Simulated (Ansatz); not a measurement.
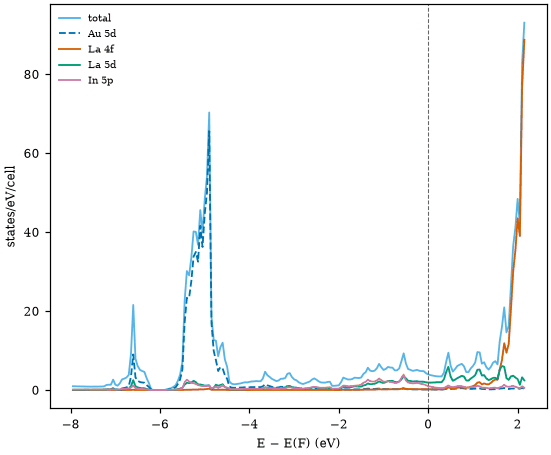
Figure. Total and projected density of states of LaInAu in space group P-62m (No. 189; La on 3g, In on 3f, Au on 2c, Au on 1b), the program Ansatz at the r²SCAN level (PAW)

Q: Which orbitals carry the states next to the Fermi level?

A: Within 0.5 eV of the Fermi level: La 5d 51 %, In 5p 25 %, La 4f 5 %, outside the projected shells 6 %. Projections are on Löwdin-orthogonalised atomic valence shells; empty p or d shells of many metals are not among them.

Q: Where is the tallest occupied peak in this window, and what makes it?

A: Near -4.9 eV, about 70 states/eV per cell; the largest projected share is Au 5d.

The first step of the workflow began from a Materials Project structure, measured or hypothetical; the Crystallography Open Database files this formula in space group No. 189, but the cells were not matched. Its standing as an ambient phase is unchecked. The r²SCAN relaxation kept the symmetry of its start; its stability against distortions is not shown here. Spin–orbit coupling is left out wherever it is not named.

Potentials: the later of the program's two PAW sets.
